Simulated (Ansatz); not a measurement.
## Electronic structure of CHAlN (doublet) in real space

The calculation's input:

```
basis:
  gaussian:
    orbitals: def2-TZVPD
crystal:
  periodic: [false, false, false]
  atoms:
    - symbol: C
      position_ang: [0.853450, -0.358139, -1.941982]
    - symbol: Al
      position_ang: [-0.214077, 1.076556, 0.479508]
    - symbol: "N"
      position_ang: [0.400790, 0.149363, -0.972869]
    - symbol: H
      position_ang: [-1.175485, 0.240823, 1.444102]
output: {forces: true, orbitals: {seedname: orbitals}}
magnetization:
  spin_polarized: true
  initial_magnetization: 1
hamiltonian:
  xc: {name: PBE0}
```

Command:

```sh
ansatz run input.yaml --threads 1 --pin off --max-ram 2610MiB --events-out events.jsonl --progress --plain --runs-dir runs
```

Geometry: B3LYP-D3(BJ)/def2-SVP.

Theory: isolated molecule in a Gaussian basis; Kohn-Sham density functional theory, functional PBE0 in Ansatz.

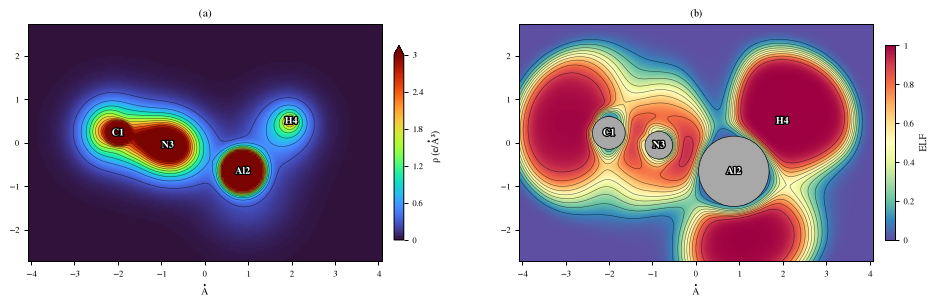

Figure 1. (a) total electron density; (b) electron localisation function on the molecular plane. Grey discs cover the atomic cores in the ELF map.

Question: Interpret the plot.

Answer: The section cuts through C, Al, N and H sites.
C–N (1.18 Å): ρ at the midpoint is about 3.5 e/Å³; the ELF peaks at about 0.85 between the atoms (a multiple bond).
Al–N (1.83 Å): ρ is about 0.74 e/Å³ halfway; the ELF peaks at about 0.90 in the valence shell of N, 0.7 Å from its nucleus, and is about 0.65 at the midpoint.
Al–H (1.60 Å): the density is about 0.55 e/Å³ at the midpoint; the ELF climbs to about 1 towards the hydrogen.
The ELF also peaks beside C1, away from the bonds: non-bonding electrons, paired or unpaired.

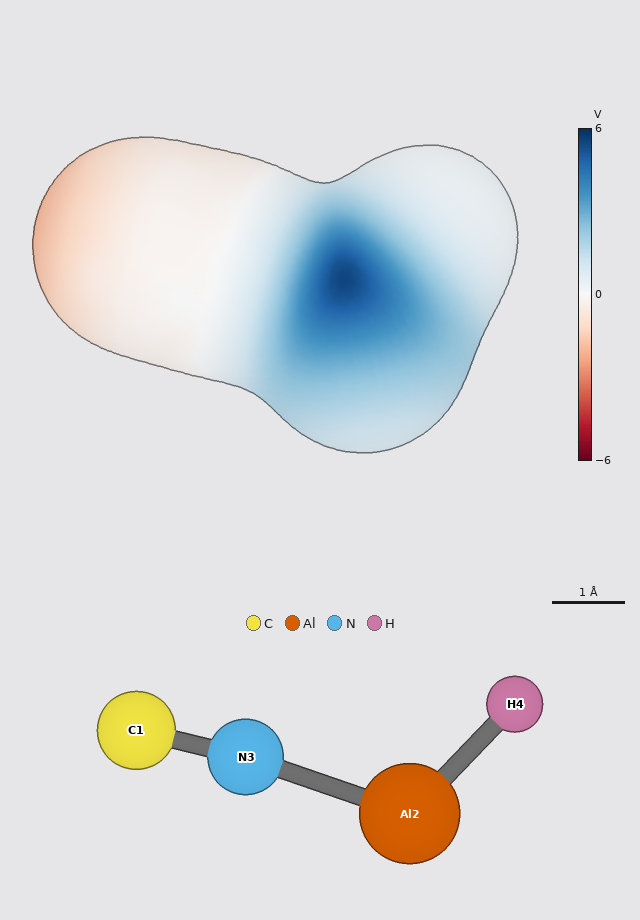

Figure 2. The molecular electrostatic potential painted on the density surface at 0.004 e/bohr³, seen across its widest extent; red is negative and blue positive. The bare structure is drawn below in the same view.

Question: Where is the surface potential most negative and most positive?

Answer: The most negative region (about −1.9 V, or −44 kcal/mol for a unit charge) lies over C1, the most positive (about +5.3 V, or +122 kcal/mol for a unit charge) over Al2.

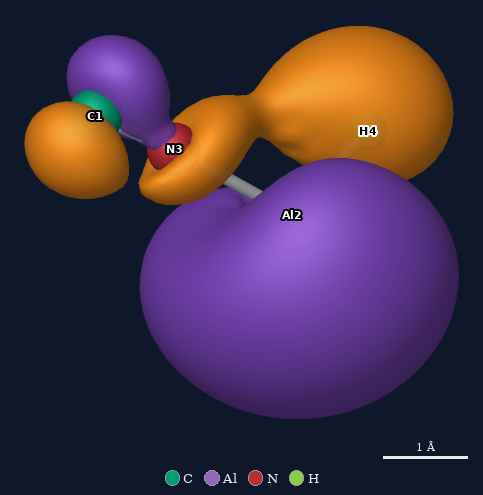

Figure 3. One frontier orbital at ±0.08 Å⁻³ᐟ² (orange and purple are the two phases), seen at a tilt.

Question: Which orbital is it: HOMO (β) or LUMO (β)?

Answer: The LUMO (β), at −3.03 eV. It lies mainly on Al2 (about 80 %) and H4 (about 10 %); it is symmetric in the molecular plane (an in-plane orbital: σ, lone-pair or in-plane π type).
